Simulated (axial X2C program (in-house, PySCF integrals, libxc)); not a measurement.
# TaCl⁺: bond curves with and without spin–orbit coupling, part 2 of 2

Computed with an in-house X2C program for linear molecules on PySCF integrals; all-electron X2C, Ta dyall-cv3z, Cl dyall-av3z. The steps go on from the part before.

## Step 9: PBE0, 2c

State followed: Ω = 3/2 (excess of +ω over −ω: ω = 1/2, ω = -3/2, ω = 5/2). The scan is laid around 2.161 Å, a first estimate of the minimum, and this SCF restarts from the orbitals of the search.

Output at 2.161 Å:

```text
two-component X2C + atomic mean field  PBE0
basis functions 247  fitting functions 1213  grid points 5080
iter        total energy     max residual
   1     -16059.391447874     2.02e+01
   2     -16064.637942434     5.00e-02
   3     -16064.611630686     7.82e-02
   4     -16064.696516280     1.23e-02
   5     -16064.699063680     2.60e-03
   6     -16064.699168322     1.38e-03
   7     -16064.699211627     6.60e-04
   8     -16064.699226925     1.74e-04
   9     -16064.699228967     4.81e-05
  10     -16064.699229377     1.66e-05
  11     -16064.699229398     4.93e-06
  12     -16064.699229402     2.46e-06
  13     -16064.699229402     8.59e-07
converged
one-electron -22620.56933967  Coulomb 6614.01896575  exact exchange -85.74801666  xc functional -262.86929845  nuclear repulsion 303.89121645  atomic mean-field constant -13.42275683
```

Along the bond, energies from the lowest point:

```
R (Å)  E (eV)  μ (D)  HOMO (eV)  LUMO (eV)  iterations
1.880  1.4478  -1.50     -11.43      -8.45          14
1.966  0.5953  -1.86     -11.56      -8.67          14
2.031  0.2324  -2.13     -11.67      -8.83          14
2.096  0.0478  -2.42     -11.78      -9.00          14
2.161  0.0000  -2.71     -11.89      -9.15          13
2.237  0.0729  -3.05     -12.02      -9.32          14
2.312  0.2464  -3.38     -12.14      -9.49          13
2.409  0.5671  -3.80     -12.29      -9.67          14
2.528  1.0473  -4.29     -12.46      -9.88          14
2.701  1.8105  -4.93     -12.65     -10.12          15
```

Dipoles are positive if Cl is the positive end and refer to the centre of mass.

Outer spinors at the reference distance:

```
   ω  occupied  ε (eV)              atomic character     λ mixture
 1/2       yes  -35.03                     100% Ta f  51% σ, 49% π
 3/2       yes  -35.01                     100% Ta f  65% π, 35% δ
-1/2       yes  -35.00                     100% Ta f  62% σ, 38% π
-3/2       yes  -34.92                     100% Ta f  73% π, 27% δ
 5/2       yes  -34.89                     100% Ta f  76% δ, 24% φ
-5/2       yes  -34.80                     100% Ta f  85% δ, 15% φ
 7/2       yes  -34.78                     100% Ta f        100% φ
-7/2       yes  -34.45                     100% Ta f        100% φ
-1/2       yes  -29.16   72% Cl s, 10% Ta d, 7% Ta p        100% σ
 1/2       yes  -29.02   72% Cl s, 10% Ta d, 8% Ta p        100% σ
 1/2       yes  -17.22   72% Cl p, 16% Ta d, 4% Ta s        100% σ
-1/2       yes  -17.16   75% Cl p, 13% Ta d, 5% Ta s        100% σ
 1/2       yes  -16.02   77% Cl p, 12% Ta d, 5% Ta f        100% π
-1/2       yes  -16.00   73% Cl p, 16% Ta d, 4% Ta f        100% π
-3/2       yes  -15.93   77% Cl p, 12% Ta d, 5% Ta f        100% π
 3/2       yes  -15.90   73% Cl p, 16% Ta d, 4% Ta f        100% π
 1/2       yes  -12.69   49% Ta s, 35% Ta d, 9% Cl p   99% σ, 1% π
-3/2       yes  -12.41                      98% Ta d   98% δ, 2% π
 5/2       yes  -11.89                      98% Ta d        100% δ
-1/2        no   -9.15   75% Ta d, 10% Cl p, 8% Ta p   98% π, 2% σ
 3/2        no   -8.89   76% Ta d, 10% Cl p, 6% Ta p   99% π, 1% δ
-1/2        no   -8.34   63% Ta s, 12% Ta p, 9% Ta d   99% σ, 1% π
 1/2        no   -8.31  43% Ta d, 30% Ta p, 13% Ta s  71% σ, 29% π
```

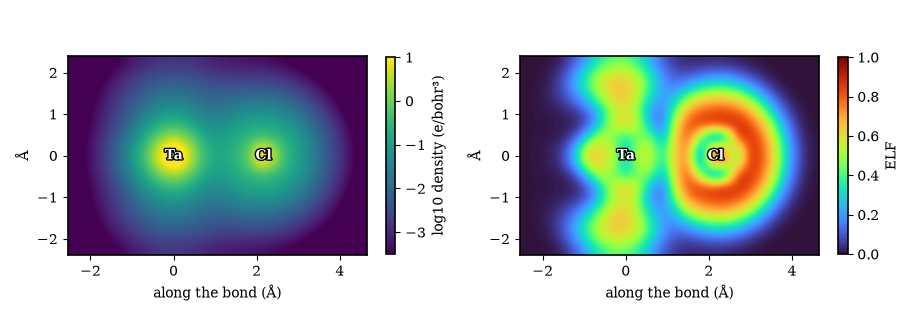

PBE0 fields in a plane through the axis, from a grid of 0.3 Å; Ta lies at z = 0 and Cl at z = 2.161 Å; the ELF is damped to zero where the density is low.

Re = 2.156 Å, ωe = 482 cm⁻¹, ωexe = 1.16 cm⁻¹, Be = 0.1238 cm⁻¹, De = 4.49 eV, μ = -2.69 D.

## Step 10: HF, 2c

The SCF at the reference distance of 2.161 Å:

```text
two-component X2C + atomic mean field  HF
basis functions 247  fitting functions 1213  grid points 5080
iter        total energy     max residual
   1     -16059.073980938     5.79e-01
   2     -16059.123948509     2.50e-02
   3     -16059.124890413     2.83e-02
   4     -16059.127775608     1.70e-03
   5     -16059.127927149     1.19e-03
   6     -16059.127983077     5.38e-04
   7     -16059.128019039     4.13e-04
   8     -16059.128045962     2.06e-04
   9     -16059.128057925     1.28e-04
  10     -16059.128059811     1.02e-04
  11     -16059.128060621     8.53e-05
  12     -16059.128061665     4.90e-05
  13     -16059.128061965     2.51e-05
  14     -16059.128062030     9.66e-06
  15     -16059.128062038     4.77e-06
  16     -16059.128062040     1.87e-06
  17     -16059.128062041     8.10e-07
converged
one-electron -22622.66149065  Coulomb 6616.33329877  exact exchange -343.26832978  xc functional 0.00000000  nuclear repulsion 303.89121645  atomic mean-field constant -13.42275683
```

Re = 2.206 Å, ωe = 456 cm⁻¹, ωexe = 1.11 cm⁻¹, Be = 0.1182 cm⁻¹, De = 2.45 eV, μ = -4.54 D.

## Step 11: PBE, 2c

The SCF at the reference distance of 2.161 Å:

```text
two-component X2C + atomic mean field  PBE
basis functions 247  fitting functions 1213  grid points 5080
iter        total energy     max residual
   1     -16064.918954920     1.94e-01
   2     -16064.922093804     1.86e-02
   3     -16064.908179697     3.48e-02
   4     -16064.924852919     5.68e-03
   5     -16064.925617539     3.53e-03
   6     -16064.926087369     2.71e-04
   7     -16064.926088420     1.10e-04
   8     -16064.926088749     1.16e-05
   9     -16064.926088750     3.55e-06
converged
one-electron -22618.86839370  Coulomb 6612.23956108  exact exchange 0.00000000  xc functional -348.76571576  nuclear repulsion 303.89121645  atomic mean-field constant -13.42275683
```

Re = 2.163 Å, ωe = 471 cm⁻¹, ωexe = 1.2 cm⁻¹, Be = 0.123 cm⁻¹, De = 4.89 eV, μ = -2.04 D.

## Step 12: Correlated methods, 2c

Correlated methods: 11 electrons correlated (frozen shells, counted by type: Ta 5 s, 4 p, 2 d, 1 f; Cl 2 s, 1 p), 315 virtual spinors in MP2, 90 natural virtuals in coupled cluster.

Output of the correlated part at 2.161 Å:

```text
correlated 11  virtual 315  natural virtual 90  E(MP2) -0.255233530  MP2 remainder -0.008139610
iter   CCSD correlation   residual
   1     -0.257666927   1.14e-01
   2     -0.263506393   5.40e-02
   3     -0.266294730   2.74e-02
   4     -0.266507721   1.50e-02
   5     -0.266704782   8.75e-03
   6     -0.266769278   4.75e-03
   7     -0.266769796   1.73e-03
   8     -0.266783543   6.76e-04
   9     -0.266772884   2.81e-04
  10     -0.266775158   1.23e-04
  11     -0.266773772   5.37e-05
  12     -0.266774287   2.74e-05
  13     -0.266774223   1.36e-05
  14     -0.266774222   7.07e-06
(T) -0.013378671  T1 0.0265  D1 0.0386  max T2 0.095
```

MP2: Re = 2.177 Å, ωe = 474 cm⁻¹, Be = 0.1214 cm⁻¹, De = 4.21 eV.

CCSD: Re = 2.185 Å, ωe = 467 cm⁻¹, ωexe = 1.13 cm⁻¹, Be = 0.1205 cm⁻¹, De = 3.97 eV. T1 at Re = 0.019 (Lee–Taylor, the printed value over √2).

CCSD(T): Re = 2.186 Å, ωe = 466 cm⁻¹, ωexe = 1.13 cm⁻¹, Be = 0.1203 cm⁻¹, De = 4.16 eV. T1 at Re = 0.019 (Lee–Taylor, the printed value over √2).

## Step 13: A higher determinant, 2c

State: Ω = 3/2 (excess of +ω over −ω: ω = 3/2).

Output at the reference distance:

```text
two-component X2C + atomic mean field  PBE0
basis functions 247  fitting functions 1213  grid points 5080
iter        total energy     max residual
   1     -16059.360910000     2.05e+01
   2     -16064.628088460     5.00e-02
   3     -16064.596688710     7.79e-02
   4     -16064.690098738     1.13e-02
   5     -16064.692526018     2.10e-03
   6     -16064.692598355     1.10e-03
   7     -16064.692619407     5.57e-04
   8     -16064.692630519     2.05e-04
   9     -16064.692632563     3.78e-05
  10     -16064.692633033     2.13e-05
  11     -16064.692633129     1.56e-05
  12     -16064.692633209     7.54e-06
  13     -16064.692633234     1.48e-06
  14     -16064.692633235     6.36e-07
converged
one-electron -22619.94534486  Coulomb 6613.37974386  exact exchange -85.74442978  xc functional -262.85106208  nuclear repulsion 303.89121645  atomic mean-field constant -13.42275683
```

```
R (Å)  E above the lowest PBE0 point (eV)
1.880                               1.811
1.966                               0.989
2.031                               0.550
2.096                               0.293
2.161                               0.179
2.237                               0.184
2.312                               0.299
2.409                               0.555
2.528                               0.971
```

No constants are quoted: the points don't follow one smooth fit.

## Step 14: The 2c curves together

Energy (eV) of the followed determinant, 2c, from each level's lowest point:

```
R (Å)   PBE0     HF    MP2   CCSD  CCSD(T)    PBE
1.880  1.448  1.940  1.662    n/a      n/a  1.478
1.966  0.595  0.910  0.728  0.773    0.778  0.621
2.031  0.232  0.433  0.314  0.342    0.346  0.252
2.096  0.048  0.149  0.085  0.099    0.101  0.059
2.161  0.000  0.014  0.000  0.000    0.000  0.000
2.237  0.073  0.000  0.037  0.022    0.020  0.058
2.312  0.246  0.099  0.181  0.152    0.148  0.215
2.409  0.567  0.341  0.472  0.427    0.420  0.512
2.528  1.047  0.743  0.928    n/a      n/a  0.959
2.701  1.810  1.423  1.681    n/a      n/a  1.670
```

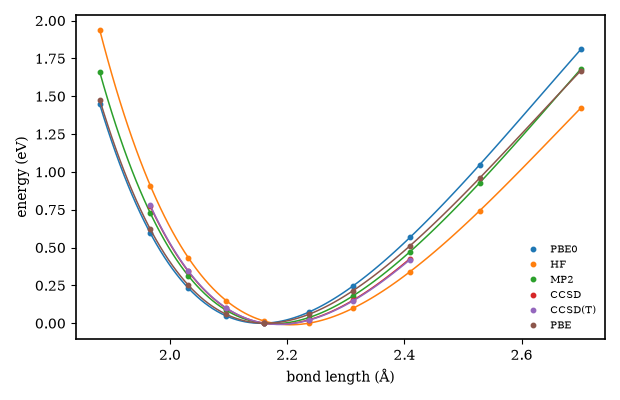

Curves of the followed state, 2c, each from its own lowest point.

Time for the job: 5 min (1 thread of Arm Neoverse V1, shared host); peak memory 0.79 GiB.

## Step 15: What came out

What follows sums up all 2 parts.

Lowest determinant that the search found at its distance, spin-free: M_S = 3/2, Λ = 0 (beyond closed shells: σα, δ+α, δ-α).

Lowest determinant that the search found at its distance, 2c: Ω = 3/2 (excess of +ω over −ω: ω = 1/2, ω = -3/2, ω = 5/2).

```json
{"Hamiltonian": "spin-free", "level": "PBE0", "Re (Å)": "2.155", "ωe (cm⁻¹)": "484", "De (eV)": "4.72", "μ (D)": "-2.68"}
{"Hamiltonian": "spin-free", "level": "HF", "Re (Å)": "2.205", "ωe (cm⁻¹)": "459", "De (eV)": "2.75", "μ (D)": "-4.52"}
{"Hamiltonian": "spin-free", "level": "MP2", "Re (Å)": "2.175", "ωe (cm⁻¹)": "476", "De (eV)": "4.51", "μ (D)": "n/a"}
{"Hamiltonian": "spin-free", "level": "CCSD", "Re (Å)": "2.184", "ωe (cm⁻¹)": "470", "De (eV)": "4.27", "μ (D)": "n/a"}
{"Hamiltonian": "spin-free", "level": "CCSD(T)", "Re (Å)": "2.185", "ωe (cm⁻¹)": "469", "De (eV)": "4.46", "μ (D)": "n/a"}
{"Hamiltonian": "spin-free", "level": "PBE", "Re (Å)": "2.163", "ωe (cm⁻¹)": "472", "De (eV)": "5.10", "μ (D)": "-2.03"}
{"Hamiltonian": "2c", "level": "PBE0", "Re (Å)": "2.156", "ωe (cm⁻¹)": "482", "De (eV)": "4.49", "μ (D)": "-2.69"}
{"Hamiltonian": "2c", "level": "HF", "Re (Å)": "2.206", "ωe (cm⁻¹)": "456", "De (eV)": "2.45", "μ (D)": "-4.54"}
{"Hamiltonian": "2c", "level": "MP2", "Re (Å)": "2.177", "ωe (cm⁻¹)": "474", "De (eV)": "4.21", "μ (D)": "n/a"}
{"Hamiltonian": "2c", "level": "CCSD", "Re (Å)": "2.185", "ωe (cm⁻¹)": "467", "De (eV)": "3.97", "μ (D)": "n/a"}
{"Hamiltonian": "2c", "level": "CCSD(T)", "Re (Å)": "2.186", "ωe (cm⁻¹)": "466", "De (eV)": "4.16", "μ (D)": "n/a"}
{"Hamiltonian": "2c", "level": "PBE", "Re (Å)": "2.163", "ωe (cm⁻¹)": "471", "De (eV)": "4.89", "μ (D)": "-2.04"}
```

Dipoles are positive if Cl is the positive end and refer to the centre of mass.

Time per point (s) on 1 thread of Arm Neoverse V1, shared host (2c runs; CCSD comes with the CCSD(T) run); the times are rough: PBE0 1.6, HF 1.6, MP2 1.9, CCSD(T) 6.6, PBE 0.47.

In words: At CCSD(T), going from spin-free to two-component changes Re by +1 mÅ, ωe by -0.5 %; the spin-free picture holds up (part of it comes from the scalar share of the two-electron terms). De moves by -0.30 eV; both De rest on single-determinant atoms, which can miss part of an open shell's spin–orbit lowering.

De refers to Ta+ + Cl, each in the lowest determinant found, which need not be this curve's own limit. The state is a single determinant with fixed occupations, the lowest that a limited PBE0 search found. Dissociation energies refer to the lowest single-determinant-based atoms at the same level and basis. Density functionals use the spin component along the axis (collinear). Coupled cluster ran in a truncated set of natural virtual spinors; the MP2 energy of the rest was added. With several unpaired electrons one determinant need not be a pure state. At some level an empty orbital lies below a filled one. With the outer-core shells frozen, correlated bond lengths of heavy atoms tend to come out a few hundredths of an ångström too long.
